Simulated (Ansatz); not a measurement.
# HNO2 (nitrous acid): levels of theory compared

We compute a comparison of 6 runs (HSE06/STO-3G, UB3LYP/STO-3G, r2SCAN/STO-3G, wB97X/STO-3G, MP2/STO-3G, UCCSD(T)/STO-3G) of HNO2 (nitrous acid). 

The calculation is run with Ansatz 0.2.0.

54 further runs of the same task are left out: 1 that didn't finish, 53 set aside as unsound or not needed.

## 1. The structure to begin with

The species is HNO2 (4 atoms), meant as a singlet with charge 0. SMILES: `O=NO`. The O3–N2 distance was set to 2.785 Å, away from the relaxed value. At this shape a bond of the SMILES string is far longer than usual.

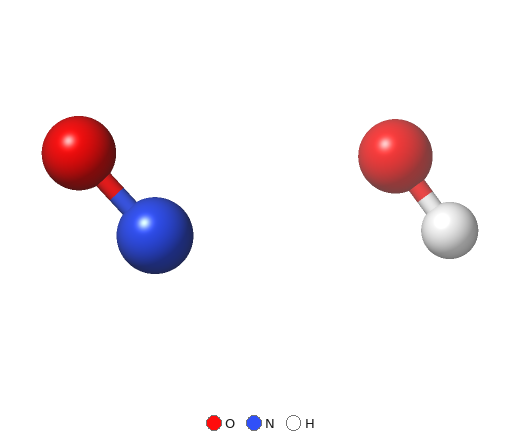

Viewed from a chosen angle; oxygen red, nitrogen blue, hydrogen white.

## 2. A single-point energy at HSE06/STO-3G (run 1)

Contents of molecule.yaml:

```yaml
crystal:
  periodic: [false, false, false]
  atoms:
    - {symbol: O, position_ang: [1.101285, -0.781646, 2.363957]}
    - {symbol: "N", position_ang: [0.995895, -1.238756, 1.279927]}
    - {symbol: O, position_ang: [-0.357270, 0.415910, -0.505360]}
    - {symbol: H, position_ang: [-0.386730, -0.050180, -1.353230]}
basis:
  gaussian: {orbitals: STO-3G}
hamiltonian: {xc: {name: HSE06}}
accuracy: high
```

Started as:

```sh
$ ansatz run molecule.yaml --threads 1 --pin off --max-ram 2610MiB --events-out events.jsonl --progress --plain --runs-dir runs
```

Log:

```text
Warning: RAYON_NUM_THREADS=1 ignored (pool sized by the plan → 1); use --threads N
Functional definition: HSE06
  name "HSE06"
  parameter a = 0.25
  parameter omega = 0.11/bohr
  exchange = pbe_x - a*pbe_x_sr(omega) + a*exact_x_sr(omega)
  correlation = pbe_c
255 factors; integrals over basis functions are off by at most 2.3e-8 eV
50 factors; integrals over basis functions are off by at most 4.4e-10 eV
mean field evaluation 1: about -5498.9195 eV, gradient 3.0e1 eV
mean field evaluation 2: about -5122.1684 eV, gradient 9.8e1 eV
mean field evaluation 4: about -5510.2077 eV, gradient 1.7e1 eV
mean field evaluation 8: about -5510.1909 eV, gradient 1.7e1 eV
mean field evaluation 16: about -5510.9996 eV, gradient 5.4e-8 eV
mean field evaluation 32: about -5510.9776 eV, gradient 6.6e-1 eV
mean field -5510.99962885 eV, -202.5255008704 hartree, gradient 1.5e-8 eV, S^2 0.000000; 4 other end points of the search recorded, 0 dependent functions left out
reference -5510.99963019 eV, -202.5255009199 hartree; 12, 12 occupied and 4, 4 virtual orbitals, 255 factors
Total energy: -5510.99963019 eV, -202.5255009199 hartree
```

It took 0.82 s on 1 thread of Intel Xeon Platinum 8559C (Emerald Rapids), shared host.

## 3. The energy at UB3LYP/STO-3G (run 2)

Contents of in.yaml:

```yaml
basis:
  gaussian:
    orbitals: STO-3G
crystal:
  periodic: [false, false, false]
  atoms:
    - symbol: O
      position_ang: [1.101285, -0.781646, 2.363957]
    - symbol: N
      position_ang: [0.995895, -1.238756, 1.279927]
    - symbol: O
      position_ang: [-0.357270, 0.415910, -0.505360]
    - symbol: H
      position_ang: [-0.386730, -0.050180, -1.353230]
magnetization:
  spin_polarized: true
accuracy: high
hamiltonian:
  xc: {name: B3LYP}
```

Started as:

```sh
$ ansatz run in.yaml --threads 1 --pin off --max-ram 2610MiB --events-out events.jsonl --progress --plain --runs-dir runs
```

Log:

```text
Warning: RAYON_NUM_THREADS=1 ignored (pool sized by the plan → 1); use --threads N
Functional definition: B3LYP
  name "B3LYP"
  parameter a0 = 0.2
  parameter ax = 0.72
  parameter ac = 0.81
  exchange = (1 - a0 - ax)*slater_x + ax*b88_x + a0*exact_x
  correlation = (1 - ac)*vwn_rpa_c + ac*lyp_c
255 factors; integrals over basis functions are off by at most 2.3e-8 eV
mean field evaluation 1: about -5503.9125 eV, gradient 2.2e1 eV
mean field evaluation 2: about -5125.9790 eV, gradient 7.0e1 eV
mean field evaluation 4: about -5515.4801 eV, gradient 1.2e1 eV
mean field evaluation 8: about -5515.4542 eV, gradient 1.2e1 eV
mean field evaluation 16: about -5516.7388 eV, gradient 6.1e0 eV
mean field evaluation 32: about -5126.3917 eV, gradient 7.0e1 eV
mean field -5518.11057463 eV, -202.7868233079 hartree, gradient 1.5e-8 eV, S^2 0.975807; 6 other end points of the search recorded, 0 dependent functions left out
reference -5518.11059709 eV, -202.7868241335 hartree; 12, 12 occupied and 4, 4 virtual orbitals, 255 factors
Total energy: -5518.11059709 eV, -202.7868241335 hartree
```

It took 3.9 s on 1 thread of Intel Xeon Platinum 8559C (Emerald Rapids), shared host; peak memory 0.13 GiB.

Runs 3 to 4 aren't shown in full; the table further down has their settings and results.

## 4. The energy at MP2/STO-3G (run 5)

Contents of in.yaml:

```yaml
crystal:
  periodic: [false, false, false]
  atoms:
    - {symbol: O, position_ang: [1.101285, -0.781646, 2.363957]}
    - {symbol: N, position_ang: [0.995895, -1.238756, 1.279927]}
    - {symbol: O, position_ang: [-0.357270, 0.415910, -0.505360]}
    - {symbol: H, position_ang: [-0.386730, -0.050180, -1.353230]}
basis:
  gaussian:
    orbitals: STO-3G
correlation:
  method: mp2
  frozen_orbitals: {H: 0, "N": 1, O: 1}
magnetization:
  spin_polarized: false
  initial_magnetization: 0
accuracy: high
```

Started as:

```sh
$ ansatz run in.yaml --threads 1 --pin off --max-ram 2610MiB --events-out events.jsonl --progress --plain --runs-dir runs
```

Log (excerpt; [...] marks lines left out):

```text
Warning: RAYON_NUM_THREADS=1 ignored (pool sized by the plan → 1); use --threads N
Functional definition: HF
  name "HF"
[...]
255 factors; integrals over basis functions are off by at most 2.3e-8 eV
[...]
mean field -5486.90708302 eV, -201.6401161417 hartree, gradient 2.0e-8 eV, S^2 0.000000; 7 other end points of the search recorded, 0 dependent functions left out; unrestricted orbitals would lower it
unrestricted determinant -5494.05068892 eV, -201.9026388164 hartree, S^2 1.3525
3 core orbitals not correlated: weight in the atoms' cores, before any rotation towards them, 1.000 or more for the frozen orbitals, at most 0.000 for the correlated occupied ones
reference -5486.90708302 eV, -201.6401161417 hartree; 9, 9 occupied and 4, 4 virtual orbitals, 255 factors
second order -10.00631385 eV of doubles, -0.00000000 eV of singles
Total energy: -5496.91339687 eV, -202.0078413932 hartree
```

Run time: 0.18 s. Hardware: 1 thread of Intel Xeon Platinum 8559C (Emerald Rapids), shared host.

## 5. A single-point energy at UCCSD(T)/STO-3G (run 6)

Changes to in.yaml since step 4:

```diff
@@ -8,10 +8,6 @@
 basis:
-  gaussian:
-    orbitals: STO-3G
-correlation:
-  method: mp2
-  frozen_orbitals: {H: 0, "N": 1, O: 1}
-magnetization:
-  spin_polarized: false
-  initial_magnetization: 0
+  gaussian: {orbitals: STO-3G}
+magnetization: {spin_polarized: true}
+correlation: {method: ccsd_t, frozen_orbitals: {H: 0, "N": 1, O: 1}}
 accuracy: high
+scf: {omitted_lower_state_checks: [cluster_reference, increment]}
```

Started as:

```sh
$ ansatz run in.yaml --threads 1 --pin off --max-ram 2610MiB --events-out events.jsonl --progress --plain --runs-dir runs
```

Log:

```text
Warning: RAYON_NUM_THREADS=1 ignored (pool sized by the plan → 1); use --threads N
[... 21 lines left out ...]
3 core orbitals not correlated: weight in the atoms' cores, before any rotation towards them, 1.000 or more for the frozen orbitals, at most 0.000 for the correlated occupied ones
[... 261 lines left out ...]
Total energy: -5498.23000540 eV, -202.0562258644 hartree
Checks for a lower state left out: cluster_reference, increment
```

Wall time 1.1 s (1 thread of Intel Xeon Platinum 8559C (Emerald Rapids), shared host).

## 6. All runs side by side

| run | level | frozen core orbitals | energy (Eh) | wall time |
| --- | --- | --- | --- | --- |
| 1 | HSE06/STO-3G | – | -202.525501 | 0.82 s |
| 2 | UB3LYP/STO-3G | – | -202.786824 | 3.9 s |
| 3 | r2SCAN/STO-3G | – | -202.693686 | 2 s |
| 4 | wB97X/STO-3G | – | -202.671021 | 2.3 s |
| 5 | MP2/STO-3G | 3 | -202.007841 | 0.18 s |
| 6 | UCCSD(T)/STO-3G | 3 | -202.056226 | 1.1 s |

## 7. Outcome

```
                                          quantity          value
                               run 6: total energy  -202.05623 Eh
run 6: correlation energy (3 core orbitals frozen)     -153.6 mEh
                             run 6: (T) correction      -1.67 mEh
          run 6: ⟨S²⟩ of the reference determinant          1.352
                              run 6: T1 diagnostic          0.062
```

In words: Totals of different functionals can't be ranked against each other. In run 5 the log says that unrestricted orbitals would lower the reference, so the values rest on an unstable closed-shell determinant (other closed-shell runs at this shape may share the fault). In runs 1, 2, 3, 4, 5, 6 the basis is minimal, so the values are rough. In runs 1, 3, 4, 5 a closed-shell determinant meets a far-stretched bond, which it describes badly. Spin contamination of the reference: run 6 ⟨S²⟩ = 1.35, run 2 ⟨S²⟩ = 0.98. Where it is this large, the reference is a mixture of spin states, and values that rest on it are in doubt. All runs together took 10 s, the longest 3.9 s.
